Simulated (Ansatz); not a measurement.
**AlH₅N₂S···H₂: density, localisation and related maps**

```tsv
atom	x (Å)	y (Å)	z (Å)
Al	-0.2045	0.2330	0.4504
H	1.5907	-0.5781	-2.0261
N	0.8986	-0.5071	1.6101
N	-1.5186	-0.6812	-0.2935
H	1.6088	0.1692	-2.0046
S	0.0841	2.3573	-0.0087
H	1.5724	0.0047	2.1547
H	0.9594	-1.4903	1.8145
H	-1.7874	-1.6157	-0.0337
H	-2.0910	-0.3535	-1.0528
H	-1.1126	2.4619	-0.6105
```

The product side of a reaction path; geometry: PBE0-D4/def2-TZVP.

Theory: RKS PBE0-D4/def2-TZVPP (Ansatz 0.2.0).

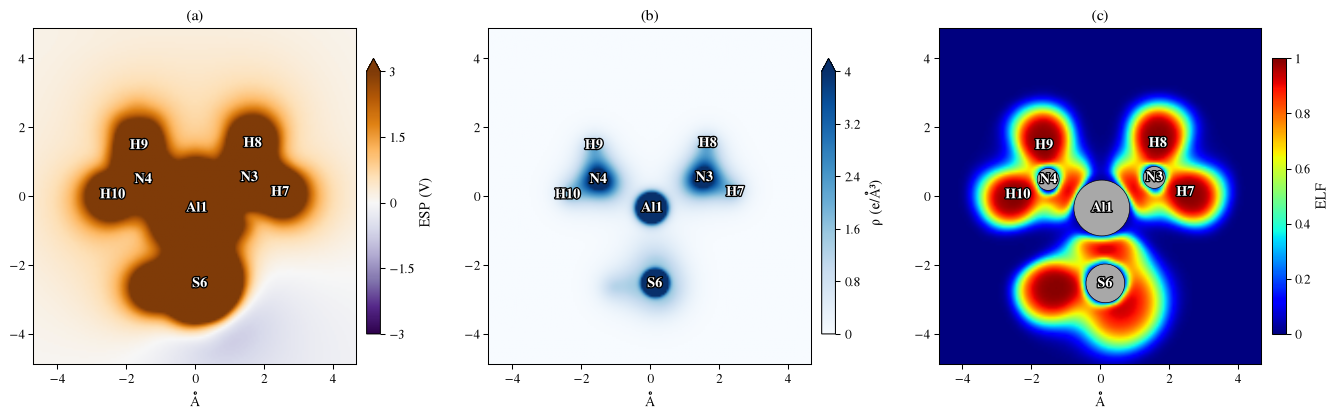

Figure 1. (a) electrostatic potential; (b) total electron density; (c) ELF on the plane of atoms N4, Al1 and S6. Grey discs cover the atomic cores in the ELF map.

**Describe what can be read from this map.**

The section cuts through Al, N, S and H sites.
Al–N (1.76 Å): ρ is about 0.88 e/Å³ halfway; the ELF peaks at about 0.90 in the valence shell of N, 0.7 Å from its nucleus, and is about 0.65 at the midpoint.
Al–S (2.19 Å): the density is about 0.68 e/Å³ at the midpoint; the ELF peaks at about 0.90 in the valence shell of S, 1.0 Å from its nucleus, and is about 0.90 at the midpoint.
N–H (1.01 Å): ρ at the midpoint is about 2.9 e/Å³; the ELF climbs to about 1 towards the hydrogen, as it does in any bond to H; a covalent bond by its length.
The ELF also peaks beside S6, away from the bonds: lone-pair regions.
Outside the dense part of the complex the potential is most negative (−0.7 V) near S6.

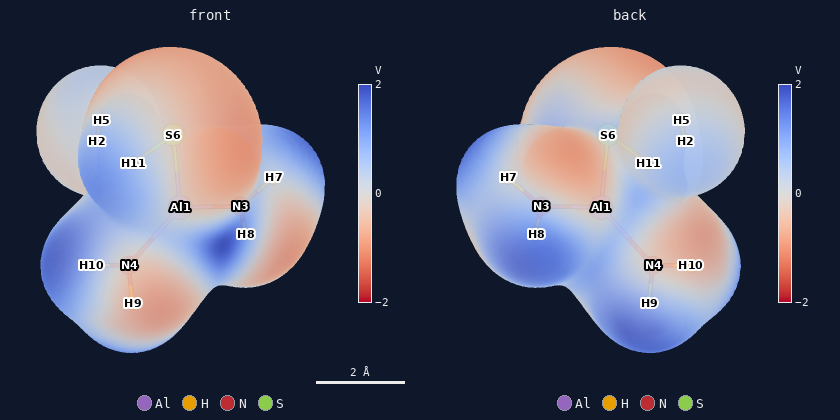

Figure 2. The molecular electrostatic potential painted on the density surface at 0.002 e/bohr³, seen from the front and from behind; red is negative and blue positive.

**Where is the surface potential most negative and most positive?**

The most negative region (about −1.0 V, or −23 kcal/mol for a unit charge) lies over S6, the most positive (about +1.7 V, or +39 kcal/mol for a unit charge) over Al1, H8, H9 and H10.

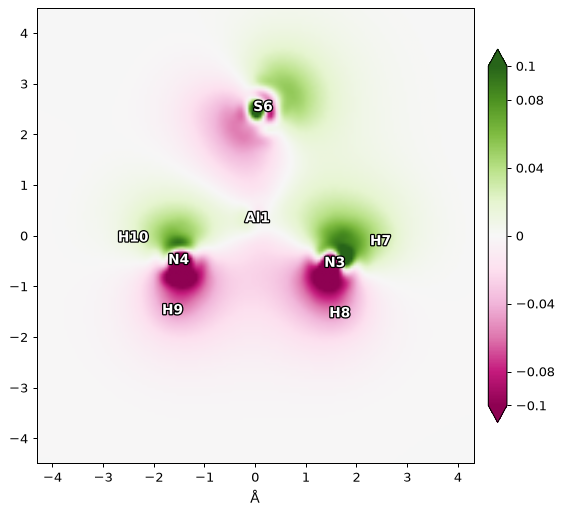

Figure 3. The HOMO on the plane of atoms N3, Al1 and S6 (values in Å⁻³ᐟ²; the overall sign is arbitrary).

**Describe this orbital and give its energy.**

It lies mainly on N3 (about 50 %) and N4 (about 25 %); largely a combination of lone pairs on N3 and N4. Its energy is −7.10 eV.
